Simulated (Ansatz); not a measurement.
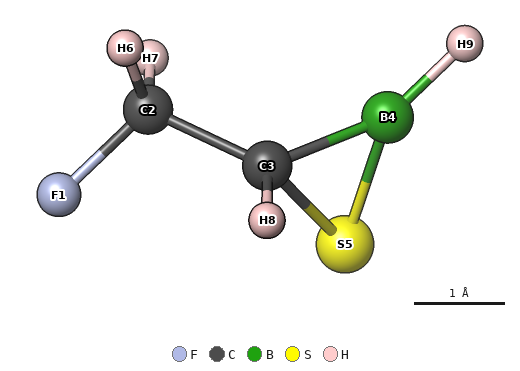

The starting structure (ball-and-stick view, seen on its broad side; atoms are numbered from 1 in the order of the input). Bond lengths as drawn: B–C 1.54 Å, B–H 1.19 Å, B–S 1.74 Å, C–C 1.50 Å, C–F 1.38 Å, C–H 1.10 Å and C–S 1.89 Å.

C2H4BFS: nudged elastic band

C2H4BFS, computed with RKS r2SCANh-D4/def2-SVP (Ansatz 0.2.0).

It belongs to a series of runs on one base structure; here: band between the two ends. Figures and captions count atoms from 1; the log counts them from 0 in places.

**The program's output**
```
Engine: ansatz 0.2.0, aarch64-unknown-linux-gnu
Functional definition: r2SCANh
  parameter a = 0.1
  parameter k0 = 0.174
  parameter k1 = 0.065
  parameter a1 = 4.9479
  exchange = (1 - a)*r2scan_x(k0 = k0, k1 = k1, a1 = a1) + a*exact_x
  correlation = r2scan_c
1025 factors; integrals over basis functions are off by at most 2.7e-4 eV
mean field evaluation 1: about -16350.4897 eV, gradient 4.5e1 eV
mean field evaluation 2: about -16342.5178 eV, gradient 6.7e1 eV
mean field evaluation 4: about -16355.6997 eV, gradient 4.2e0 eV
mean field evaluation 8: about -16355.7585 eV, gradient 4.4e-2 eV
mean field evaluation 16: about -16355.7585 eV, gradient 1.8e-5 eV
mean field -16355.75847734 eV, -601.0630377110 hartree, gradient 1.8e-5 eV, S^2 0.000000; 0 other end points of the search recorded, 0 dependent functions left out
the calculation of the forces begins
reference -16355.75848521 eV, -601.0630380001 hartree; 23, 23 occupied and 71, 71 virtual orbitals, 1025 factors
1025 factors; integrals over basis functions are off by at most 8.5e-4 eV
mean field evaluation 32: about -16355.6997 eV, gradient 2.0e-5 eV
mean field -16355.69973128 eV, -601.0608788331 hartree, gradient 2.0e-5 eV, S^2 0.000000; 0 other end points of the search recorded, 0 dependent functions left out
[... from here on the field's lines of each further geometry are left out, up to the last ...]
NEB iter   1: max|band force component| = 4.864e0 eV/Å  barrier→ = 1.5446 eV  barrier← = 1.4856 eV  Δτ_max = 0.1978 Å  (184 SCF iters)
NEB iter   2: max|band force component| = 1.895e0 eV/Å  barrier→ = 0.4176 eV  barrier← = 0.3585 eV  Δτ_max = 0.1660 Å  (145 SCF iters)
NEB iter   3: max|band force component| = 2.051e0 eV/Å  barrier→ = 0.2449 eV  barrier← = 0.1859 eV  Δτ_max = 0.0913 Å  (147 SCF iters)
NEB iter   4: max|band force component| = 3.885e-1 eV/Å  barrier→ = 0.1743 eV  barrier← = 0.1153 eV  CI = image 3  Δτ_max = 0.0319 Å  (149 SCF iters)
NEB iter   5: max|band force component| = 1.574e-1 eV/Å  barrier→ = 0.1676 eV  barrier← = 0.1086 eV  CI = image 3  Δτ_max = 0.0122 Å  (149 SCF iters)
the calculation of the forces begins
reference -16355.65786636 eV, -601.0593403258 hartree; 23, 23 occupied and 71, 71 virtual orbitals, 1025 factors
1025 factors; integrals over basis functions are off by at most 4.0e-4 eV
mean field evaluation 352: about -16355.5752 eV, gradient 1.0e-1 eV
mean field -16355.59279682 eV, -601.0569490641 hartree, gradient 7.6e-6 eV, S^2 0.000000; 1 other end points of the search recorded, 0 dependent functions left out
the calculation of the forces begins
reference -16355.59280453 eV, -601.0569493475 hartree; 23, 23 occupied and 71, 71 virtual orbitals, 1025 factors
NEB iter   6: max|band force component| = 2.135e-2 eV/Å  barrier→ = 0.1663 eV  barrier← = 0.1073 eV  CI = image 3  Δτ_max = 0.0000 Å  (265 SCF iters)
```

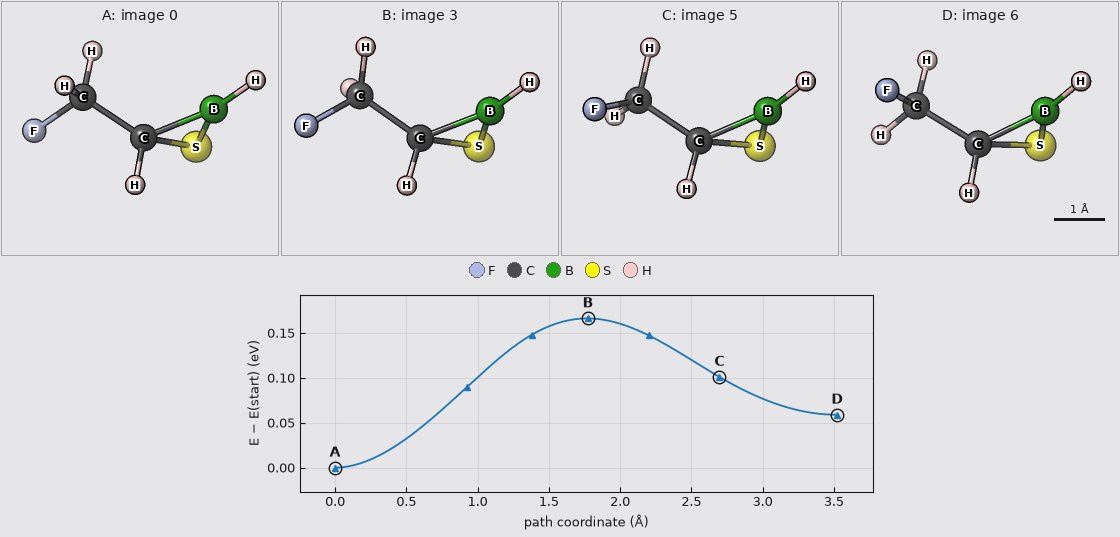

Images of the last band (counted from 0; ball-and-stick, seen at a tilt) above the energy along the path; the line is a cubic interpolation that uses the forces. The highest image is number 3, 0.166 eV above the start and 0.107 eV above the end (the climbing image); the end lies 0.059 eV above the start. The path is 3.52 Å long. The band converged in 6 iterations.

```
Total energy: -16355.63866847 eV, -601.0586348162 hartree
Atom 0 at     0.935835     0.388561    -1.978558 Å, force     0.000761     0.001389    -0.002163 eV/Å
Atom 1 at     0.882046     0.377403    -0.606235 Å, force    -0.003665    -0.014498     0.010390 eV/Å
Atom 2 at    -0.365569    -0.367515    -0.158207 Å, force    -0.004201     0.015759    -0.020684 eV/Å
Atom 3 at    -1.121345    -0.064517     1.141882 Å, force    -0.015348     0.003848    -0.011283 eV/Å
Atom 4 at    -0.197124    -1.534439     1.315573 Å, force     0.021452    -0.020691     0.008518 eV/Å
Atom 5 at     0.876141     1.423925    -0.256985 Å, force     0.000193     0.003522     0.003232 eV/Å
Atom 6 at     1.789830    -0.112377    -0.218119 Å, force     0.003003     0.001660     0.000113 eV/Å
Atom 7 at    -0.878749    -0.826965    -1.012803 Å, force    -0.004266     0.001387     0.012993 eV/Å
Atom 8 at    -1.832466     0.669624     1.756350 Å, force     0.002072     0.007623    -0.001115 eV/Å
Dipole moment:    -0.049484     0.124572     0.166496 e Å
this run last wrote the band of iteration 6 to [file]
```

**The last band as extended XYZ (Å, eV, eV/Å)**
```
9
Properties=species:S:1:pos:R:3:forces:R:3 image=0 energy=-16355.80493
F     1.4707   -0.3117   -1.6085    0.0010   0.0002   0.0019
C     0.8512    0.4146   -0.6173   -0.0115  -0.0037  -0.0041
C    -0.4363   -0.2218   -0.1993    0.0041  -0.0020  -0.0147
B    -0.9907   -0.1858    1.2369   -0.0020   0.0018   0.0146
S    -0.3239   -1.7573    0.8925    0.0011  -0.0025   0.0029
H     0.6361    1.4227   -1.0136   -0.0010   0.0029  -0.0019
H     1.5457    0.5091    0.2321   -0.0007  -0.0024   0.0044
H    -1.1359   -0.3605   -1.0344    0.0075   0.0052  -0.0038
H    -1.5283    0.4444    2.0945    0.0015   0.0004   0.0007
9
Properties=species:S:1:pos:R:3:forces:R:3 image=1 energy=-16355.71540
F     1.2081    0.0241   -1.8935    0.0454  -0.0573   0.0310
C     0.8689    0.3981   -0.6144    0.0012   0.0020  -0.0084
C    -0.3851   -0.3070   -0.1706   -0.0006   0.0136  -0.0010
B    -1.0554   -0.1242    1.1977    0.0149  -0.0108   0.0125
S    -0.2574   -1.6732    1.1330   -0.0130  -0.0278  -0.0385
H     0.7093    1.4907   -0.6120   -0.0244   0.0029  -0.0620
H     1.7095    0.1669    0.0588   -0.0199   0.0490   0.0400
H    -1.0053   -0.5984   -1.0287   -0.0280   0.0421  -0.0014
H    -1.7040    0.5767    1.9125    0.0245  -0.0138   0.0277
9
Properties=species:S:1:pos:R:3:forces:R:3 image=2 energy=-16355.65681
F     1.0592    0.2201   -1.9622    0.0266  -0.0373   0.0201
C     0.8756    0.3896   -0.6107    0.0101  -0.0056  -0.0028
C    -0.3744   -0.3406   -0.1634   -0.0027   0.0143  -0.0031
B    -1.0890   -0.0941    1.1711   -0.0123  -0.0079   0.0023
S    -0.2262   -1.6088    1.2321    0.0098  -0.0231  -0.0258
H     0.7925    1.4727   -0.4137   -0.0194   0.0018  -0.0364
H     1.7624    0.0076   -0.0798   -0.0095   0.0309   0.0262
H    -0.9407   -0.7197   -1.0240   -0.0231   0.0293   0.0042
H    -1.7708    0.6267    1.8335    0.0205  -0.0025   0.0153
9
Properties=species:S:1:pos:R:3:forces:R:3 image=3 energy=-16355.63866
F     0.9358    0.3886   -1.9786    0.0008   0.0014  -0.0022
C     0.8820    0.3774   -0.6062   -0.0037  -0.0145   0.0104
C    -0.3656   -0.3675   -0.1582   -0.0042   0.0158  -0.0207
B    -1.1213   -0.0645    1.1419   -0.0153   0.0038  -0.0113
S    -0.1971   -1.5344    1.3156    0.0215  -0.0207   0.0085
H     0.8761    1.4239   -0.2570    0.0002   0.0035   0.0032
H     1.7898   -0.1124   -0.2181    0.0030   0.0017   0.0001
H    -0.8787   -0.8270   -1.0128   -0.0043   0.0014   0.0130
H    -1.8325    0.6696    1.7564    0.0021   0.0076  -0.0011
9
Properties=species:S:1:pos:R:3:forces:R:3 image=4 energy=-16355.65761
F     0.7866    0.6373   -1.9461   -0.0173   0.0359   0.0031
C     0.8851    0.3664   -0.6033   -0.0024  -0.0039   0.0091
C    -0.3642   -0.3789   -0.1616    0.0057   0.0054  -0.0088
B    -1.1321   -0.0552    1.1268    0.0024   0.0026   0.0026
S    -0.1726   -1.4997    1.3414    0.0049   0.0111   0.0181
H     1.0044    1.3220   -0.0655    0.0147  -0.0200   0.0257
H     1.7871   -0.2434   -0.4290   -0.0043  -0.0139  -0.0357
H    -0.8530   -0.8728   -1.0109    0.0112  -0.0255   0.0111
H    -1.8526    0.6780    1.7311   -0.0149   0.0084  -0.0253
9
Properties=species:S:1:pos:R:3:forces:R:3 image=5 energy=-16355.70384
F     0.6419    0.9237   -1.8311   -0.0193   0.0379   0.0221
C     0.8893    0.3522   -0.6059    0.0087  -0.0089   0.0112
C    -0.3542   -0.3910   -0.1611    0.0040   0.0005  -0.0035
B    -1.1343   -0.0442    1.1146   -0.0016  -0.0024  -0.0022
S    -0.1471   -1.4649    1.3707    0.0077   0.0214   0.0179
H     1.1654    1.1467    0.1071    0.0182  -0.0344   0.0138
H     1.7448   -0.3371   -0.7055   -0.0131  -0.0014  -0.0443
H    -0.8349   -0.9139   -0.9980    0.0136  -0.0232   0.0121
H    -1.8821    0.6823    1.6921   -0.0182   0.0105  -0.0271
9
Properties=species:S:1:pos:R:3:forces:R:3 image=6 energy=-16355.74592
F     0.4862    1.2959   -1.5100   -0.0036   0.0018  -0.0025
C     0.8960    0.3289   -0.6189    0.0084   0.0003   0.0022
C    -0.3123   -0.4391   -0.1442   -0.0038   0.0037   0.0031
B    -1.1441   -0.0169    1.0757    0.0013  -0.0054  -0.0011
S    -0.1140   -1.3725    1.4746    0.0026  -0.0035   0.0110
H     1.4063    0.8119    0.2294   -0.0005   0.0031  -0.0009
H     1.6142   -0.3289   -1.1346    0.0061  -0.0039  -0.0024
H    -0.7837   -1.0395   -0.9327   -0.0075   0.0019  -0.0100
H    -1.9600    0.7141    1.5435   -0.0030   0.0019   0.0005
```

The run was set up as follows.

**Input file**
```yaml
crystal:
  periodic: [false, false, false]
  atoms:
    - { symbol: F, position_ang: [1.470691, -0.311678, -1.60851] }
    - { symbol: C, position_ang: [0.851168, 0.414568, -0.617328] }
    - { symbol: C, position_ang: [-0.436293, -0.221783, -0.199285] }
    - { symbol: B, position_ang: [-0.990658, -0.185759, 1.23685] }
    - { symbol: S, position_ang: [-0.323873, -1.757283, 0.892542] }
    - { symbol: H, position_ang: [0.636082, 1.422681, -1.013623] }
    - { symbol: H, position_ang: [1.545675, 0.509063, 0.232139] }
    - { symbol: H, position_ang: [-1.135856, -0.360463, -1.03443] }
    - { symbol: H, position_ang: [-1.528337, 0.444354, 2.094544] }
basis:
  gaussian: { orbitals: def2-SVP }
hamiltonian:
  xc: r2scanh
  dispersion: d4
neb:
  order_check: false
  images: 5
  f_tol: 0.05
  max_iterations: 60
  spring: { min: 2.0, max: 10.0 }
  final_atoms:
    - { symbol: F, position_ang: [0.48617208, 1.29588282, -1.50998878] }
    - { symbol: C, position_ang: [0.89595255, 0.32885735, -0.61888438] }
    - { symbol: C, position_ang: [-0.31232723, -0.43909909, -0.14418068] }
    - { symbol: B, position_ang: [-1.14411979, -0.0169173, 1.07574839] }
    - { symbol: S, position_ang: [-0.11395099, -1.37252991, 1.47457405] }
    - { symbol: H, position_ang: [1.40634939, 0.81185794, 0.22939586] }
    - { symbol: H, position_ang: [1.61422169, -0.32891745, -1.13456621] }
    - { symbol: H, position_ang: [-0.78366222, -1.03952217, -0.93269624] }
    - { symbol: H, position_ang: [-1.96003647, 0.71408781, 1.54349699] }
  initial_path:
    images:
      - { positions_ang: [[1.470691, -0.311678, -1.60851], [0.851168, 0.414568, -0.617328], [-0.436293, -0.221783, -0.199285], [-0.990658, -0.185759, 1.23685], [-0.323873, -1.757283, 0.892542], [0.636082, 1.422681, -1.013623], [1.545675, 0.509063, 0.232139], [-1.135856, -0.360463, -1.03443], [-1.528337, 0.444354, 2.094544]] }
      - { positions_ang: [[1.27462302, -0.06314518, -1.73077523], [0.85865288, 0.38614888, -0.60067998], [-0.41575158, -0.30043479, -0.16965258], [-0.98089091, -0.07138243, 1.22133532], [-0.2124602, -1.69660325, 0.98451951], [0.70830414, 1.39897363, -0.70652716], [1.6499482, 0.2841301, 0.05889148], [-1.09200761, -0.50995, -0.9819372], [-1.70181894, 0.52596303, 1.90772484]] }
      - { positions_ang: [[1.07855504, 0.18538764, -1.85304046], [0.86613777, 0.35772976, -0.58403196], [-0.39521017, -0.37908657, -0.14002016], [-0.97112382, 0.04299415, 1.20582064], [-0.1010474, -1.63592351, 1.07649703], [0.78052628, 1.37526626, -0.39943132], [1.7542214, 0.05919719, -0.11435604], [-1.04815922, -0.659437, -0.92944441], [-1.87530088, 0.60757207, 1.72090568]] }
      - { positions_ang: [[0.88248705, 0.43392046, -1.97530569], [0.87362265, 0.32931065, -0.56738395], [-0.37466875, -0.45773836, -0.11038774], [-0.96135673, 0.15737072, 1.19030596], [0.0103654, -1.57524376, 1.16847454], [0.85274842, 1.35155889, -0.09233549], [1.85849461, -0.16573571, -0.28760356], [-1.00431083, -0.808924, -0.87695161], [-2.04878282, 0.6891811, 1.53408652]] }
      - { positions_ang: [[0.75038206, 0.72124125, -1.82020005], [0.88106595, 0.32915955, -0.58455076], [-0.35388825, -0.45152527, -0.12165205], [-1.02227775, 0.09927471, 1.15212011], [-0.0310734, -1.50767247, 1.27050771], [1.03728208, 1.17165857, 0.0149083], [1.7770703, -0.22012962, -0.56992445], [-0.93076129, -0.88579005, -0.89553315], [-2.0192007, 0.69748333, 1.53722335]] }
      - { positions_ang: [[0.61827707, 1.00856204, -1.66509442], [0.88850925, 0.32900845, -0.60171757], [-0.33310774, -0.44531218, -0.13291637], [-1.08319877, 0.04117871, 1.11393425], [-0.07251219, -1.44010119, 1.37254088], [1.22181574, 0.99175825, 0.12215208], [1.69564599, -0.27452354, -0.85224533], [-0.85721176, -0.96265611, -0.9141147], [-1.98961859, 0.70578557, 1.54036017]] }
      - { positions_ang: [[0.48617208, 1.29588282, -1.50998878], [0.89595255, 0.32885735, -0.61888438], [-0.31232723, -0.43909909, -0.14418068], [-1.14411979, -0.0169173, 1.07574839], [-0.11395099, -1.37252991, 1.47457405], [1.40634939, 0.81185794, 0.22939586], [1.61422169, -0.32891745, -1.13456621], [-0.78366222, -1.03952217, -0.93269624], [-1.96003647, 0.71408781, 1.54349699]] }
```

Launch command:
```bash
ansatz run input.yaml --threads 2 --pin off --max-ram 3072MiB --backend cpu --events-out ev --progress --plain --runs-dir out
```

**Summary**

| quantity | value |
| --- | --- |
| outcome | converged |
| barrier, forward | 0.166 eV |
| barrier, backward | 0.107 eV |
| hardware | 2 threads of Arm Neoverse V1, 24 GiB of memory available, shared host |
| wall time | 1.9 min (CPU time 3.7 min) |
| peak memory | 0.21 GiB |

The order of the saddle point was not checked.
